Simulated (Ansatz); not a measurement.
# CH₃BrF₂OZr: single points with varied inputs

Aim: run CH₃BrF₂OZr under a spread of inputs, and see what each costs and gives.

The runs use Ansatz 0.2.0, Gaussian basis; the settings change from run to run.

### 1 The relaxed structure

The geometry comes from an earlier relaxation with PBE0-D4 in a triple-zeta def2 set; it is a stationary point, not always the lowest conformer. Zr takes a core potential in def2 sets; no spin-orbit term is included.

SMILES `C[O][Zr]([F])([F])[Br]`, 9 atoms, charge 0, spin multiplicity 1.

Atoms are counted from 1 here; the program's logs count them from 0.

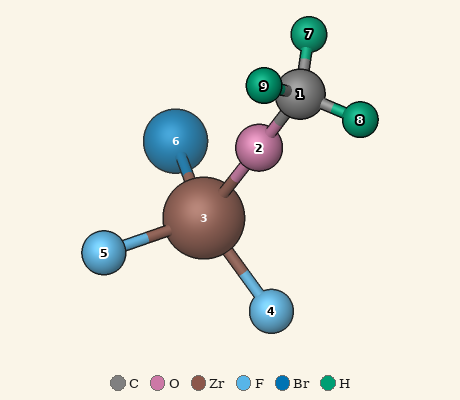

The structure; colours as in the key; atoms are numbered from 1 in the order of the file.

### 2 B97/ANO-RCC-VTZP

Options: unrestricted orbitals, a point charge of 0.50 e beside it.

in.yaml

```yaml
crystal:
  periodic: [false, false, false]
  atoms:
    - {symbol: C, position_ang: [-1.365986, -0.931998, 0.446141]}
    - {symbol: O, position_ang: [-0.243502, -0.212329, 0.030318]}
    - {symbol: Zr, position_ang: [1.262547, 0.778000, -0.502237]}
    - {symbol: F, position_ang: [2.768243, -0.380001, -0.537467]}
    - {symbol: F, position_ang: [0.952514, 1.461730, -2.247436]}
    - {symbol: Br, position_ang: [1.623043, 2.655099, 1.137227]}
    - {symbol: H, position_ang: [-1.770737, -0.491778, 1.361096]}
    - {symbol: H, position_ang: [-1.091516, -1.971517, 0.642951]}
    - {symbol: H, position_ang: [-2.134588, -0.907196, -0.330583]}
basis:
  gaussian: {orbitals: ANO-RCC-VTZP, point_charges: [{charge: 0.50, position_ang: [6.742, 0.666, 0.542]}]}
magnetization: {spin_polarized: true, initial_magnetization: 0}
hamiltonian: {xc: {name: B97}}
output: {forces: true}
```

Command:

```console
$ ansatz run in.yaml --threads 2 --pin off --events-out ev --progress --plain --max-ram 20480MiB --backend cpu
```

The log of the run, cut to the lines that bear on the results:

```text
Functional definition: B97
  name "B97"
  cite "Becke, J. Chem. Phys. 107, 8554 (1997) doi:10.1063/1.475007"
[...]
      + integral(e_c_pw_opposite_spin*poly(b97_u_opposite, cos0, cos1, cos2))
2184 factors; their error is unknown
[...]
mean field -177412.75248033 eV, -6519.7983989694 hartree, gradient 2.6e-5 eV, S^2 0.000000; 0 other end points of the search recorded, 0 dependent functions left out
[...]
reference -177412.75253134 eV, -6519.7984008438 hartree; 55, 55 occupied and 218, 218 virtual orbitals, 2184 factors
Total energy: -177412.75253134 eV, -6519.7984008438 hartree
Relativity: scalar
Atom 0 at    -1.365986    -0.931998     0.446141 Å, force    -0.339053    -0.206205     0.112045 eV/Å
Atom 1 at    -0.243502    -0.212329     0.030318 Å, force     0.365485     0.197651    -0.107266 eV/Å
Atom 2 at     1.262547     0.778000    -0.502237 Å, force    -0.585469     0.098156    -0.069124 eV/Å
Atom 3 at     2.768243    -0.380001    -0.537467 Å, force     0.451040    -0.187789     0.026412 eV/Å
Atom 4 at     0.952514     1.461730    -2.247436 Å, force     0.043444     0.020348    -0.045943 eV/Å
Atom 5 at     1.623043     2.655099     1.137227 Å, force     0.105686     0.092896     0.088709 eV/Å
Atom 6 at    -1.770737    -0.491778     1.361096 Å, force    -0.004078     0.002918     0.003885 eV/Å
Atom 7 at    -1.091516    -1.971517     0.642951 Å, force     0.001078    -0.006878    -0.000570 eV/Å
Atom 8 at    -2.134588    -0.907196    -0.330583 Å, force    -0.000603     0.000480    -0.001246 eV/Å
Dipole moment:    -0.682550    -0.388027     0.139181 e Å
```

It took 78 s on 2 threads, shared host; peak memory 2.2 GiB.

Largest force 0.598 eV/Å, dipole 3.83 D, ⟨S²⟩ 0.000.

### 3 B3LYP/def2-mTZVPP

Options: D3(BJ) dispersion, the search for lower states set to off.

Edit in.yaml of step 2 so:

```diff
@@ -13,5 +13,4 @@
 basis:
-  gaussian: {orbitals: ANO-RCC-VTZP, point_charges: [{charge: 0.50, position_ang: [6.742, 0.666, 0.542]}]}
-magnetization: {spin_polarized: true, initial_magnetization: 0}
-hamiltonian: {xc: {name: B97}}
-output: {forces: true}
+  gaussian: {orbitals: def2-mTZVPP}
+hamiltonian: {xc: {name: B3LYP}, dispersion: d3bj}
+scf: {lower_state_search: off}
```

The command is unchanged.

The log of the run, cut to the lines that bear on the results:

```text
Functional definition: B3LYP
  name "B3LYP"
  cite "Stephens, Devlin, Chabalowski & Frisch, J. Phys. Chem. 98, 11623 (1994) doi:10.1021/j100096a001"
  cite "Becke, Phys. Rev. A 38, 3098 (1988) doi:10.1103/PhysRevA.38.3098"
  cite "Lee, Yang & Parr, Phys. Rev. B 37, 785 (1988) doi:10.1103/PhysRevB.37.785"
  cite "Vosko, Wilk & Nusair, Can. J. Phys. 58, 1200 (1980) doi:10.1139/p80-159"
[...]
1566 factors; their error is unknown
[...]
mean field -79906.61445738 eV, -2936.5139186601 hartree, gradient 1.8e-6 eV, S^2 0.000000; 0 other end points of the search recorded, 0 dependent functions left out
reference -79906.61477755 eV, -2936.5139304260 hartree; 41, 41 occupied and 134, 134 virtual orbitals, 1566 factors
Total energy: -79906.96209200 eV, -2936.5266939967 hartree
Checks for a lower state left out: stability, starts, cluster_reference, orbital_swaps, neighbouring_geometries, increment
```

Wall time 3.1 s (2 threads, shared host); peak memory 0.46 GiB.

### 4 PBE0/def2-SVP

Set apart from the defaults: charge +1, multiplicity 2, density fitting with def2-universal-jkfit, finite nuclei, D3(BJ) dispersion.

Edit in.yaml of step 3 so:

```diff
@@ -13,4 +13,5 @@
 basis:
-  gaussian: {orbitals: def2-mTZVPP}
-hamiltonian: {xc: {name: B3LYP}, dispersion: d3bj}
-scf: {lower_state_search: off}
+  gaussian: {orbitals: def2-SVP, fitting: {mean_field: def2-universal-jkfit}, nuclear_model: gaussian}
+total_charge: 1
+magnetization: {spin_polarized: true, initial_magnetization: 1}
+hamiltonian: {xc: {name: PBE0}, dispersion: d3bj}
```

The command is unchanged.

The log of the run, cut to the lines that bear on the results:

```text
Functional definition: PBE0
  name "PBE0"
  cite "Adamo & Barone, J. Chem. Phys. 110, 6158 (1999) doi:10.1063/1.478522"
  cite "Perdew, Burke & Ernzerhof, Phys. Rev. Lett. 77, 3865 (1996) doi:10.1103/PhysRevLett.77.3865"
  parent pbe
[...]
881 factors; integrals over basis functions are off by at most 2.4e-1 eV
[...]
mean field -79858.71646387 eV, -2934.7536998650 hartree, gradient 4.0e-6 eV, S^2 0.764650; 6 other end points of the search recorded, 0 dependent functions left out
reference -79858.71652500 eV, -2934.7537021114 hartree; 41, 40 occupied and 93, 94 virtual orbitals, 881 factors
Total energy: -79858.88749908 eV, -2934.7599852931 hartree
```

Run time: 21 s. Hardware: 2 threads, shared host; peak memory 0.52 GiB.

⟨S²⟩ 0.765.

### 5 B3LYP/def2-SVPD

Options: multiplicity 3.

Edit in.yaml of step 4 so:

```diff
@@ -13,5 +13,4 @@
 basis:
-  gaussian: {orbitals: def2-SVP, fitting: {mean_field: def2-universal-jkfit}, nuclear_model: gaussian}
-total_charge: 1
-magnetization: {spin_polarized: true, initial_magnetization: 1}
-hamiltonian: {xc: {name: PBE0}, dispersion: d3bj}
+  gaussian: {orbitals: def2-SVPD}
+magnetization: {spin_polarized: true, initial_magnetization: 2}
+hamiltonian: {xc: {name: B3LYP}}
```

Launched as before.

The log of the run, cut to the lines that bear on the results:

```text
Functional definition: B3LYP
  name "B3LYP"
  cite "Stephens, Devlin, Chabalowski & Frisch, J. Phys. Chem. 98, 11623 (1994) doi:10.1021/j100096a001"
  cite "Becke, Phys. Rev. A 38, 3098 (1988) doi:10.1103/PhysRevA.38.3098"
  cite "Lee, Yang & Parr, Phys. Rev. B 37, 785 (1988) doi:10.1103/PhysRevB.37.785"
  cite "Vosko, Wilk & Nusair, Can. J. Phys. 58, 1200 (1980) doi:10.1139/p80-159"
[...]
1722 factors; their error is unknown
[...]
mean field -79882.86345762 eV, -2935.6410855181 hartree, gradient 8.6e-6 eV, S^2 2.005183; 9 other end points of the search recorded, 0 dependent functions left out
reference -79882.86379125 eV, -2935.6410977787 hartree; 42, 40 occupied and 146, 148 virtual orbitals, 1722 factors
Total energy: -79882.86379125 eV, -2935.6410977787 hartree
```

Run time: 74 s. Hardware: 2 threads, shared host; peak memory 1.4 GiB.

⟨S²⟩ 2.005.

### 6 CAM-B3LYP/def2-mTZVPP

Options: unrestricted orbitals, atoms shaken by 0.03 Å, D3(BJ) with three-body dispersion, the search for lower states set to off.

in.yaml

```yaml
crystal:
  periodic: [false, false, false]
  atoms:
    - {symbol: C, position_ang: [-1.397027, -0.849709, 0.494605]}
    - {symbol: O, position_ang: [-0.259236, -0.170938, -0.013135]}
    - {symbol: Zr, position_ang: [1.293696, 0.806797, -0.515479]}
    - {symbol: F, position_ang: [2.784606, -0.422002, -0.564071]}
    - {symbol: F, position_ang: [0.855618, 1.427365, -2.224956]}
    - {symbol: Br, position_ang: [1.556749, 2.565626, 1.169829]}
    - {symbol: H, position_ang: [-1.790797, -0.447380, 1.357643]}
    - {symbol: H, position_ang: [-1.129334, -1.980187, 0.624120]}
    - {symbol: H, position_ang: [-2.153226, -0.938809, -0.313668]}
basis:
  gaussian: {orbitals: def2-mTZVPP}
magnetization: {spin_polarized: true, initial_magnetization: 0}
hamiltonian: {xc: {name: CAM-B3LYP}, dispersion: d3bjatm}
scf: {lower_state_search: off}
output: {forces: true}
```

Launched as before.

The log of the run, cut to the lines that bear on the results:

```text
Functional definition: CAM-B3LYP
  name "CAM-B3LYP"
  cite "Yanai, Tew & Handy, Chem. Phys. Lett. 393, 51 (2004) doi:10.1016/j.cplett.2004.06.011"
  cite "Iikura, Tsuneda, Yanai & Hirao, J. Chem. Phys. 115, 3540 (2001) doi:10.1063/1.1383587"
  cite "Becke, Phys. Rev. A 38, 3098 (1988) doi:10.1103/PhysRevA.38.3098"
  cite "Lee, Yang & Parr, Phys. Rev. B 37, 785 (1988) doi:10.1103/PhysRevB.37.785"
  cite "Vosko, Wilk & Nusair, Can. J. Phys. 58, 1200 (1980) doi:10.1139/p80-159"
[...]
  # Exact exchange under (alpha + beta erf(omega r))/r, Becke's under what is left of 1/r.
[...]
1661 factors; integrals over basis functions are off by at most 9.6e-4 eV
451 factors; integrals over basis functions are off by at most 1.7e-5 eV
[...]
Atom 0 at    -1.397027    -0.849709     0.494605 Å, force     1.357751    -3.547497    -3.285098 eV/Å
Atom 1 at    -0.259236    -0.170938    -0.013135 Å, force    -0.438796    -0.105999     0.547733 eV/Å
Atom 2 at     1.293696     0.806797    -0.515479 Å, force    -0.283497    -1.817155     0.469505 eV/Å
Atom 3 at     2.784606    -0.422002    -0.564071 Å, force    -0.098094     0.207097    -0.023900 eV/Å
Atom 4 at     0.855618     1.427365    -2.224956 Å, force    -0.101620     0.592247    -1.215237 eV/Å
Atom 5 at     1.556749     2.565626     1.169829 Å, force     0.230657     0.974158     0.783157 eV/Å
Atom 6 at    -1.790797    -0.447380     1.357643 Å, force    -0.639432     1.081015     1.906183 eV/Å
Atom 7 at    -1.129334    -1.980187     0.624120 Å, force    -0.204533     1.993943     0.322114 eV/Å
Atom 8 at    -2.153226    -0.938809    -0.313668 Å, force     0.177563     0.622191     0.495544 eV/Å
Dipole moment:    -0.462043    -0.248850     0.134387 e Å
Checks for a lower state left out: stability, starts, cluster_reference, orbital_swaps, neighbouring_geometries, increment
```

Wall time 10 s (2 threads, shared host); peak memory 0.69 GiB.

Largest force 5.022 eV/Å, dipole 2.60 D, ⟨S²⟩ 0.000.

### 7 B2GP-PLYP/def2-TZVPD

Set apart from the defaults: unrestricted orbitals, atoms shaken by 0.08 Å.

in.yaml

```yaml
crystal:
  periodic: [false, false, false]
  atoms:
    - {symbol: C, position_ang: [-1.313735, -0.978078, 0.444727]}
    - {symbol: O, position_ang: [-0.242248, -0.191516, 0.036657]}
    - {symbol: Zr, position_ang: [1.164463, 0.708134, -0.554945]}
    - {symbol: F, position_ang: [2.738120, -0.361082, -0.565081]}
    - {symbol: F, position_ang: [0.998654, 1.368181, -2.162315]}
    - {symbol: Br, position_ang: [1.700284, 2.601653, 1.205310]}
    - {symbol: H, position_ang: [-1.671448, -0.578525, 1.385298]}
    - {symbol: H, position_ang: [-1.067259, -1.962031, 0.693143]}
    - {symbol: H, position_ang: [-2.151079, -0.964901, -0.228041]}
basis:
  gaussian: {orbitals: def2-TZVPD}
magnetization: {spin_polarized: true, initial_magnetization: 0}
hamiltonian: {xc: {name: B2GP-PLYP}}
```

The command is unchanged.

The log of the run, cut to the lines that bear on the results:

```text
Functional definition: B2GP-PLYP
  name "B2GP-PLYP"
  cite "Karton, Tarnopolsky, Lamère, Schatz & Martin, J. Phys. Chem. A 112, 12868 (2008) doi:10.1021/jp801805p"
  cite "Becke, Phys. Rev. A 38, 3098 (1988) doi:10.1103/PhysRevA.38.3098"
  cite "Lee, Yang & Parr, Phys. Rev. B 37, 785 (1988) doi:10.1103/PhysRevB.37.785"
[...]
1950 factors; integrals over basis functions are off by at most 7.5e-4 eV
[...]
mean field -79864.50577174 eV, -2934.9664530051 hartree, gradient 1.4e-6 eV, S^2 0.000000; 0 other end points of the search recorded, 0 dependent functions left out
13 core orbitals not correlated: weight in the atoms' cores, before any rotation towards them, 1.000 or more for the frozen orbitals, at most 0.000 for the correlated occupied ones
reference -79864.50593277 eV, -2934.9664589229 hartree; 28, 28 occupied and 240, 240 virtual orbitals, 1950 factors
second order -46.55589008 eV of doubles, -0.00000000 eV of singles
Total energy: -79881.26605320 eV, -2935.5823819882 hartree
```

Run time: 28 s. Hardware: 2 threads, shared host; peak memory 1.3 GiB.

⟨S²⟩ 0.000.

### 8 CAM-B3LYP/cc-pVTZ-DK

Set apart from the defaults: charge -1, multiplicity 2.

in.yaml

```yaml
crystal:
  periodic: [false, false, false]
  atoms:
    - {symbol: C, position_ang: [-1.365986, -0.931998, 0.446141]}
    - {symbol: O, position_ang: [-0.243502, -0.212329, 0.030318]}
    - {symbol: Zr, position_ang: [1.262547, 0.778000, -0.502237]}
    - {symbol: F, position_ang: [2.768243, -0.380001, -0.537467]}
    - {symbol: F, position_ang: [0.952514, 1.461730, -2.247436]}
    - {symbol: Br, position_ang: [1.623043, 2.655099, 1.137227]}
    - {symbol: H, position_ang: [-1.770737, -0.491778, 1.361096]}
    - {symbol: H, position_ang: [-1.091516, -1.971517, 0.642951]}
    - {symbol: H, position_ang: [-2.134588, -0.907196, -0.330583]}
basis:
  gaussian: {orbitals: cc-pVTZ-DK}
total_charge: -1
magnetization: {spin_polarized: true, initial_magnetization: 1}
hamiltonian: {xc: {name: CAM-B3LYP}}
output: {forces: true}
```

The command is unchanged.

The log of the run, cut to the lines that bear on the results:

```text
Functional definition: CAM-B3LYP
  name "CAM-B3LYP"
  cite "Yanai, Tew & Handy, Chem. Phys. Lett. 393, 51 (2004) doi:10.1016/j.cplett.2004.06.011"
  cite "Iikura, Tsuneda, Yanai & Hirao, J. Chem. Phys. 115, 3540 (2001) doi:10.1063/1.1383587"
  cite "Becke, Phys. Rev. A 38, 3098 (1988) doi:10.1103/PhysRevA.38.3098"
  cite "Lee, Yang & Parr, Phys. Rev. B 37, 785 (1988) doi:10.1103/PhysRevB.37.785"
  cite "Vosko, Wilk & Nusair, Can. J. Phys. 58, 1200 (1980) doi:10.1139/p80-159"
[...]
  # Exact exchange under (alpha + beta erf(omega r))/r, Becke's under what is left of 1/r.
[...]
1833 factors; their error is unknown
363 factors; integrals over basis functions are off by at most 1.1e-4 eV
[...]
mean field -177429.13757997 eV, -6520.4005402748 hartree, gradient 4.9e-7 eV, S^2 0.750834; 6 other end points of the search recorded, 0 dependent functions left out
[...]
Total energy: -177429.13771306 eV, -6520.4005451658 hartree
Relativity: scalar
Atom 0 at    -1.365986    -0.931998     0.446141 Å, force     0.194031     0.089550    -0.108957 eV/Å
Atom 1 at    -0.243502    -0.212329     0.030318 Å, force    -0.390107    -0.548037    -0.177046 eV/Å
Atom 2 at     1.262547     0.778000    -0.502237 Å, force    -0.949173    -0.948264    -0.016875 eV/Å
Atom 3 at     2.768243    -0.380001    -0.537467 Å, force     0.766561    -0.275417     0.324180 eV/Å
Atom 4 at     0.952514     1.461730    -2.247436 Å, force    -0.160000     0.663570    -0.547636 eV/Å
Atom 5 at     1.623043     2.655099     1.137227 Å, force     0.547484     0.944122     0.436650 eV/Å
Atom 6 at    -1.770737    -0.491778     1.361096 Å, force    -0.019084     0.058776     0.084484 eV/Å
Atom 7 at    -1.091516    -1.971517     0.642951 Å, force    -0.014595     0.028070    -0.015683 eV/Å
Atom 8 at    -2.134588    -0.907196    -0.330583 Å, force     0.024883    -0.012370     0.020882 eV/Å
Dipole moment:    -0.050455     0.317159     0.395613 e Å
```

It took 3.6 min on 2 threads, shared host; peak memory 2.9 GiB.

Largest force 1.342 eV/Å, ⟨S²⟩ 0.751.

### 9 RPBE/STO-3G

This run has multiplicity 3, finite nuclei.

Edit in.yaml of step 8 so:

```diff
@@ -13,6 +13,5 @@
 basis:
-  gaussian: {orbitals: cc-pVTZ-DK}
-total_charge: -1
-magnetization: {spin_polarized: true, initial_magnetization: 1}
-hamiltonian: {xc: {name: CAM-B3LYP}}
+  gaussian: {orbitals: STO-3G, nuclear_model: gaussian}
+magnetization: {spin_polarized: true, initial_magnetization: 2}
+hamiltonian: {xc: {name: RPBE}}
 output: {forces: true}
```

The command is unchanged.

The log of the run, cut to the lines that bear on the results:

```text
Functional definition: RPBE
  name "RPBE"
  cite "Hammer, Hansen & Nørskov, Phys. Rev. B 59, 7413 (1999) doi:10.1103/PhysRevB.59.7413"
  cite "Perdew, Burke & Ernzerhof, Phys. Rev. Lett. 77, 3865 (1996) doi:10.1103/PhysRevLett.77.3865"
[...]
843 factors; integrals over basis functions are off by at most 5.0e-5 eV
[...]
mean field -173094.48564211 eV, -6361.1050196911 hartree, gradient 3.7e-6 eV, S^2 2.001683; 10 other end points of the search recorded, 0 dependent functions left out
[...]
reference -173094.48566698 eV, -6361.1050206050 hartree; 56, 54 occupied and 12, 14 virtual orbitals, 843 factors
Total energy: -173094.48566698 eV, -6361.1050206050 hartree
Atom 0 at    -1.365986    -0.931998     0.446141 Å, force    -0.821071    -0.333634     0.497881 eV/Å
Atom 1 at    -0.243502    -0.212329     0.030318 Å, force    -1.958313    -1.896044     0.041186 eV/Å
Atom 2 at     1.262547     0.778000    -0.502237 Å, force     4.374299     2.604630    -1.834894 eV/Å
Atom 3 at     2.768243    -0.380001    -0.537467 Å, force     0.443707    -0.642113     0.318575 eV/Å
Atom 4 at     0.952514     1.461730    -2.247436 Å, force    -0.514385     0.328579    -0.584407 eV/Å
Atom 5 at     1.623043     2.655099     1.137227 Å, force    -0.005606     0.730422     0.793031 eV/Å
Atom 6 at    -1.770737    -0.491778     1.361096 Å, force    -0.714749     0.307966     1.104880 eV/Å
Atom 7 at    -1.091516    -1.971517     0.642951 Å, force     0.149952    -1.111256     0.345674 eV/Å
Atom 8 at    -2.134588    -0.907196    -0.330583 Å, force    -0.953834     0.011451    -0.681926 eV/Å
Dipole moment:    -0.478745    -0.359327     0.121513 e Å
```

It took 21 s on 2 threads, shared host.

Largest force 5.412 eV/Å, dipole 2.93 D, ⟨S²⟩ 2.002.

### 10 The runs in one table

| level | charge | multiplicity | geometry | functions | energy (eV) | time |
| --- | --- | --- | --- | --- | --- | --- |
| B97/ANO-RCC-VTZP | 0 | 1 | relaxed, point charge | 273 | -177412.753 | 78 s |
| B3LYP/def2-mTZVPP | 0 | 1 | relaxed | 175 | -79906.962 | 3.1 s |
| PBE0/def2-SVP | 1 | 2 | relaxed | 134 | -79858.887 | 21 s |
| B3LYP/def2-SVPD | 0 | 3 | relaxed | 188 | -79882.864 | 74 s |
| CAM-B3LYP/def2-mTZVPP | 0 | 1 | shaken | 175 | -79905.061 | 10 s |
| B2GP-PLYP/def2-TZVPD | 0 | 1 | shaken | 281 | -79881.266 | 28 s |
| CAM-B3LYP/cc-pVTZ-DK | -1 | 2 | relaxed | 282 | -177429.138 | 3.6 min |
| RPBE/STO-3G | 0 | 3 | relaxed | 68 | -173094.486 | 21 s |

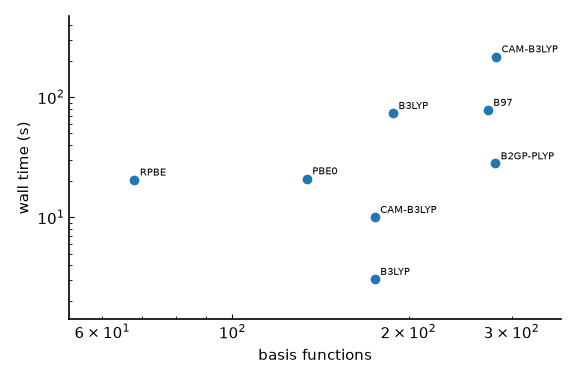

Wall time against the number of basis functions (shared host).

### 11 Results

| quantity | value |
| --- | --- |
| runs | 8 |
| quickest | B3LYP/def2-mTZVPP, 3.1 s |
| slowest | CAM-B3LYP/cc-pVTZ-DK, 3.6 min |

What this shows: The runs differ in state or geometry as well as level, so their energies can't be set against each other. Run time spans a factor of 71, from B3LYP/def2-mTZVPP to CAM-B3LYP/cc-pVTZ-DK. The jobs differ in tasks and options as well as level.
